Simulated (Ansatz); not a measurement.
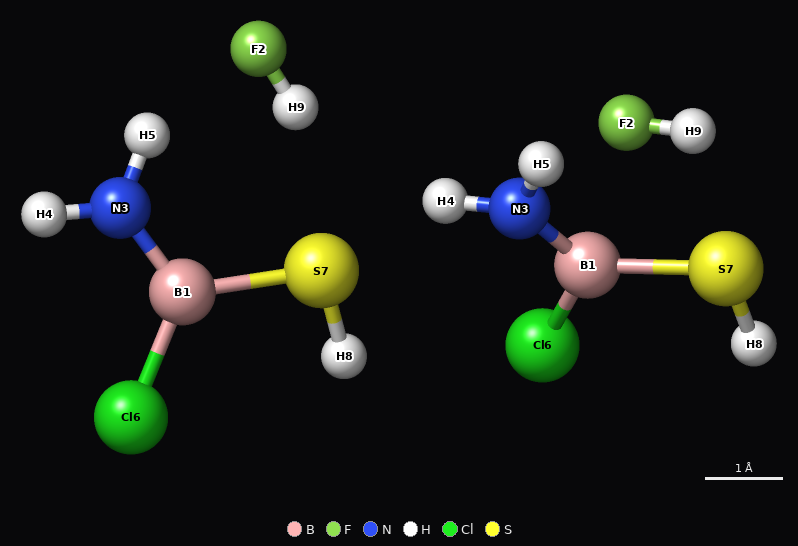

Two geometries of BNH₄SClF, drawn at one scale. One is the start of a relaxation, the other its converged end. Style: ball-and-stick. Shown at a tilt.

The calculation used RKS PBE0/6-31G* (Ansatz). Set-up: no spin polarisation; force threshold 0.03 eV/Å; at most 50 steps.

> Which of the two is the end point?

The left one is the relaxed one. The run prepares an end point of a later path (reaction) calculation, from a guessed geometry. After 26 accepted moves (30 points after the start) the energy has fallen by 6.01 kcal/mol. Largest force component: 0.51 eV/Å at the start, 0.013 eV/Å at the end. The line search rejected the trial steps at points 5, 9, 15, 18 of the run. The forces were under the threshold at step 10, but the run went on from there. Cl6 moves most after the best rigid fit: 1.61 Å. By element the largest moves are Cl 1.61 Å, F 1.49 Å, H 1.38 Å, S 0.62 Å, N 0.47 Å, B 0.36 Å. Near-neighbour distances that change, for instance: B1–S7 1.875 → 1.845 Å, F2–H9 0.930 → 0.944 Å, B1–N3 1.388 → 1.384 Å. Bond angles that change, for instance: B1–N3–H5 123.4° → 121.4°. Groups turn about B1–S7 by about 30°.

Limits of the set-up: the start holds two separate molecules, 2.5 Å apart at their closest, whose relative position is a soft coordinate and is computed without a dispersion correction.
